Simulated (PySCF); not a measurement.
# C4H6ClSi2 (doublet): what the fields show

```csv
atom,x (Å),y (Å),z (Å)
C,2.6860,1.6368,0.6211
C,2.3767,1.0747,-0.4905
Si,1.5886,-0.6827,-0.6957
Cl,1.9299,-1.2695,-2.6106
C,-0.2290,-0.5570,-0.4062
C,-1.4227,-0.4477,-0.2253
Si,-3.2456,-0.2965,0.0659
H,2.6239,1.4060,1.6603
H,2.5586,1.5630,-1.4408
H,2.1943,-1.6410,0.2244
H,-3.6128,1.1158,-0.0563
H,-3.5188,-0.7949,1.4160
H,-3.9334,-1.1066,-0.9413
```

Geometry: GFN2-xTB.

Theory: UKS B3LYP, pcH-1 on C Cl H Si, non-relativistic, mean-field spin-orbit, GIAO in PySCF.

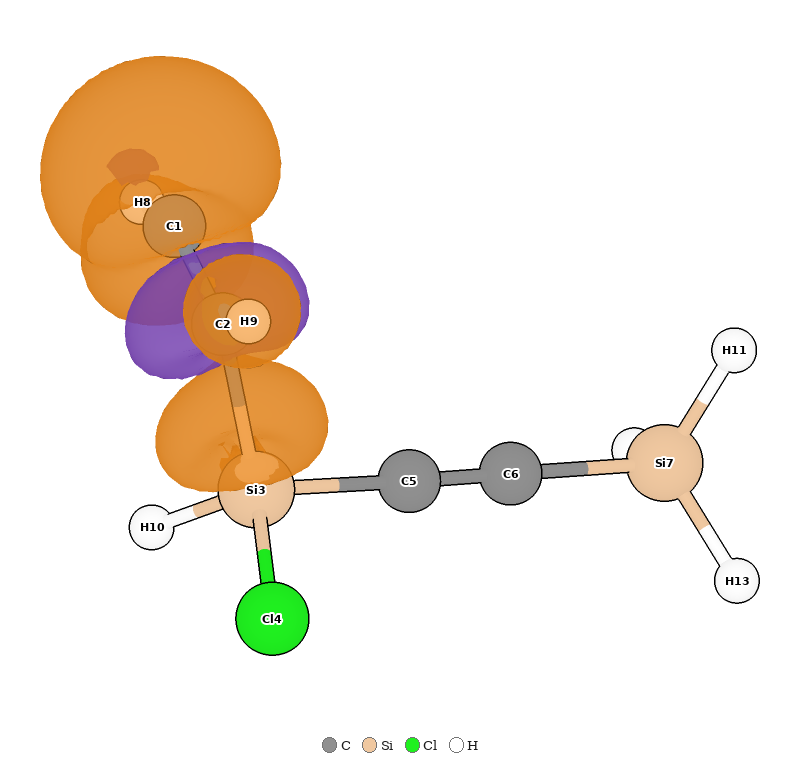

Figure 1. Isosurfaces of the spin density at +0.015 (orange) and −0.015 e/Å³ (purple), seen at a tilt.

Question: Which atoms carry the spin?

Answer: The unpaired spin (1 electron) lies mostly on C1 (about 0.7) and H8 (about 0.1), in electrons by Hirshfeld's partition.

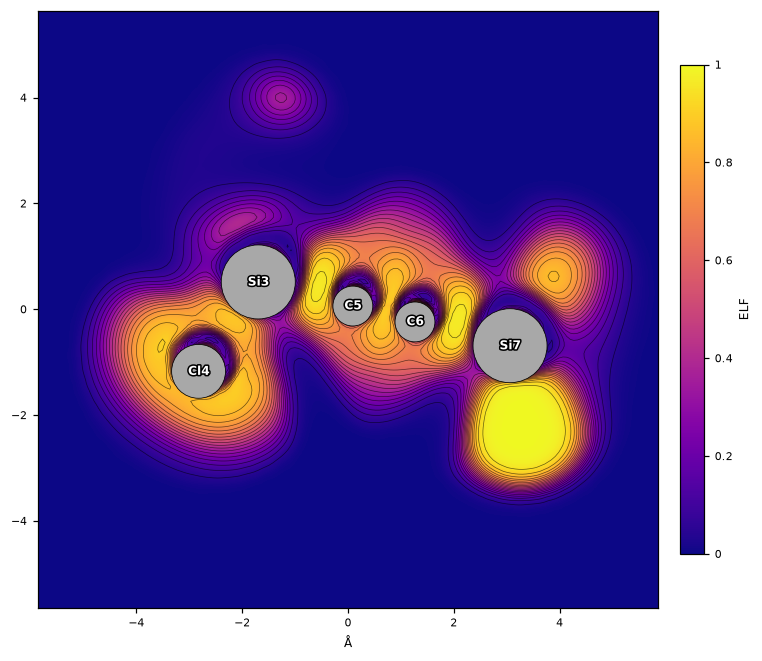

Figure 2. Electron localisation function on the plane of atoms Cl4, Si3 and C5. Grey discs cover the atomic cores.

Question: Read the bonding off the picture.

Answer:
- The plane passes through Si, Cl and C nuclei.
- C–C (1.21 Å): the ELF peaks at about 0.90 between the atoms: a short, multiple covalent bond.
- C–Si (1.84 Å): the ELF peaks at about 0.95 between the atoms: a covalent bond.
- Si–Cl (2.03 Å): the ELF peaks at about 0.90 between the atoms, as expected for a shared but strongly polarised pair.
- The ELF also peaks beside Cl4, away from the bonds: non-bonding electrons, paired or unpaired.

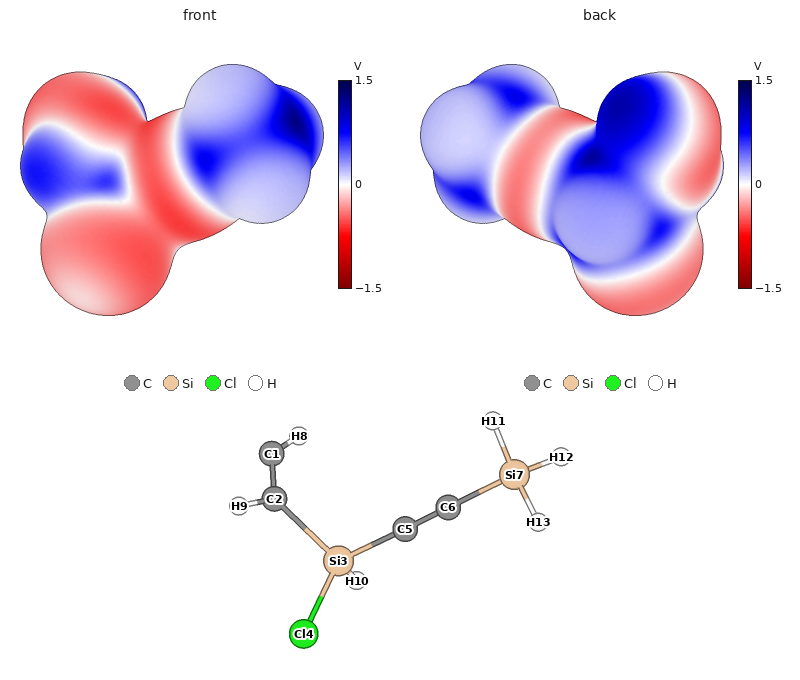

Figure 3. The electrostatic potential painted on the density surface at 0.001 e/bohr³, seen from the front and from behind; the colour scale runs from red (negative) to blue (positive). The bare structure is drawn below in the same view.

Question: Which sites attract a positive test charge, and which a negative one?

Answer: A positive charge is drawn to the negative regions and a negative charge to the positive ones. The most negative region (about −0.6 V) lies over C1, C2, C5 and C6, the most positive (about +1.1 V) over Si3, Si7 and H8.
